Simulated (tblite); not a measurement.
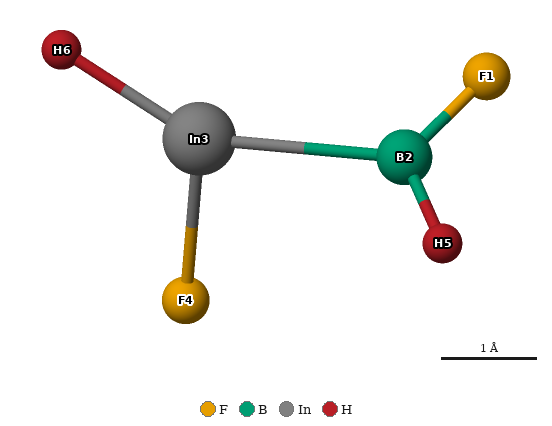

**Figure 1.** The structure (ball-and-stick view, seen at an oblique angle; atoms are numbered from 1 in the order of the input). Sticks mark near contacts.

**Run report: InBH2F2, energy and gradient calculation**

- system: InBH2F2
- method: GFN2-xTB, U-SCC (tblite 0.8.0)

The geometry comes from this level: GFN2-xTB.

**Input file (calc.py)**
```python
import json
import numpy as np
from tblite.interface import Calculator

symbols = ["F", "B", "In", "F", "H", "H"]
numbers = np.array([9, 5, 49, 9, 1, 1])
positions = np.array([  # bohr
    [-2.795283, 3.054402, -0.041612],
    [-0.713485, 2.098673, -0.923736],
    [0.945808, -1.294954, 1.233916],
    [0.501590, -3.968689, -1.364458],
    [-0.012113, 2.784549, -2.914166],
    [2.073483, -2.673962, 4.010056],
])

tb = Calculator("GFN2-xTB", numbers, positions, charge=0, uhf=0)
tb.set("accuracy", 0.1)
tb.add("spin-polarization", 1.0)
res = tb.singlepoint()

print(f"E(total): {res.get('energy') * 627.5095:.8f} kcal/mol")
eps = np.atleast_2d(res.get("orbital-energies")) * 27.211386
occ = np.atleast_2d(res.get("orbital-occupations"))
filled = occ.sum(axis=0) if eps.shape[0] == 1 else occ[0]
homo = np.nonzero(filled > 0.5)[0].max()
print("  MO   occupation   energy/eV")
for i in range(max(0, homo - 4), min(eps.shape[1], homo + 5)):
    print(f"{i + 1:4d} {filled[i]:10.4f} {eps[0, i]:12.4f}")
mu = res.get("dipole") * 2.541746
print(f"Dipole moment: {np.linalg.norm(mu):.4f} D, components " + " ".join(f"{c:.4f}" for c in mu))
q = res.get("charges")
g = res.get("gradient")
print("atom     charge      dE/dx        dE/dy        dE/dz   (Eh/bohr)")
for i, s in enumerate(symbols):
    print(f"{s:<2}{i + 1:<3} {q[i]:9.4f} {g[i, 0]:12.7f} {g[i, 1]:12.7f} {g[i, 2]:12.7f}")
print(f"gradient norm {np.linalg.norm(g):.6f} Eh/bohr")
out = {k: np.asarray(res.get(k)).tolist() for k in ("energy", "gradient", "charges", "dipole", "orbital-energies", "orbital-occupations")}
out.update(symbols=symbols, positions=(positions * 0.529177210903).tolist())
json.dump(out, open("results.json", "w"))
```

Hardware: 1 thread of Intel Xeon @ 2.70GHz, 189 GiB of memory available, shared host.

Run as:
```bash
python calc.py
```

**Log**
```
------------------------------------------------------------
  cycle        total energy    energy error   density error
------------------------------------------------------------
      1     -12.73950213604  -1.2775320E+01   5.3063563E-01
      2     -12.82705834835  -8.7556212E-02   3.4736257E-01
      3     -12.89233228834  -6.5273940E-02   2.7050251E-01
      4     -12.89995548753  -7.6231992E-03   1.9646211E-01
      5     -12.98610548321  -8.6149996E-02   6.3615435E-02
      6     -12.98763412599  -1.5286428E-03   2.2592721E-02
      7     -12.98740563558   2.2849041E-04   1.8903655E-02
      8     -12.98781650759  -4.1087201E-04   1.3120972E-02
      9     -12.98814505935  -3.2855175E-04   2.8636489E-03
     10     -12.98815315689  -8.0975472E-06   1.2958698E-03
     11     -12.98815512894  -1.9720428E-06   1.2214401E-04
     12     -12.98815515756  -2.8624521E-08   3.1986531E-05
     13     -12.98815515990  -2.3434570E-09   1.6273904E-05
     14     -12.98815516063  -7.2979667E-10   1.7072172E-06
------------------------------------------------------------

 total:                                   0.005 sec
E(total): -8150.19075077 kcal/mol
  MO   occupation   energy/eV
   7     1.0000     -14.0709
   8     1.0000     -11.9095
   9     1.0000     -11.8717
  10     1.0000     -11.7708
  11     1.0000     -11.0160
  12     0.0000      -8.6020
  13     0.0000      -7.0539
  14     0.0000      -4.7986
  15     0.0000      -2.5449
Dipole moment: 4.6985 D, components -0.0275 4.5434 1.1973
atom     charge      dE/dx        dE/dy        dE/dz   (Eh/bohr)
F 1     -0.1744   -0.0001287    0.0000103   -0.0000479
B 2      0.3603    0.0000504   -0.0000354    0.0000076
In3      0.2788   -0.0000605    0.0000209    0.0000193
F 4     -0.3953   -0.0000523   -0.0000274    0.0000188
H 5     -0.0132    0.0000914    0.0000391    0.0000343
H 6     -0.0562    0.0000997   -0.0000075   -0.0000321
gradient norm 0.000231 Eh/bohr
```

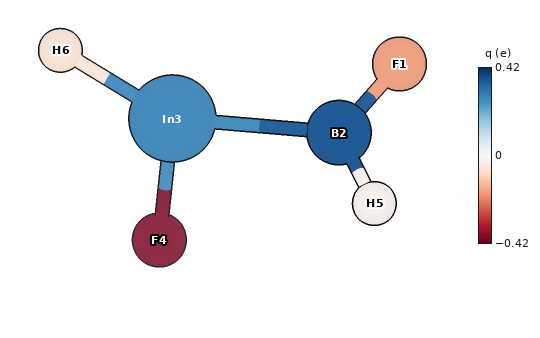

**Figure 2.** Mulliken charges, as the colour of each atom (ball-and-stick view, seen at a tilt; atoms are numbered from 1 in the order of the input). By element: F −0.40 to −0.17, B +0.36, In +0.28 and H −0.06 to −0.01 e.

**Results in brief**

| quantity | value |
| --- | --- |
| outcome | converged |
| total energy | −12.988155 hartree |
| basis functions | 23 |
| largest force | 0.007 eV/Å |
| HOMO | −11.02 eV |
| LUMO | −8.60 eV |
| dipole moment | 4.70 D |
| peak memory | 0.067 GiB |
